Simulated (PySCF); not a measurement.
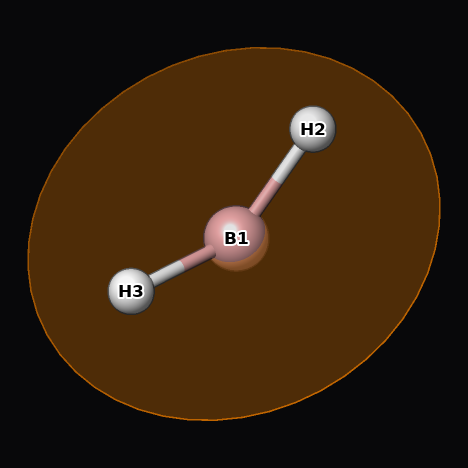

A disc through the centre of mass is drawn in. Depth is shown by fading: the farther an atom, the more it takes the colour of the background. Charge 0, doublet. The geometry was computed by an optimisation with PBE0-D3(BJ)/def2-SVP. No frequency run is at hand to confirm it as a minimum.

**Is the plane of the disc a mirror plane of the structure?**

No. The point group is C2v, with 1 C2 axis and 2 mirror planes, and this plane isn't one of its mirror planes.
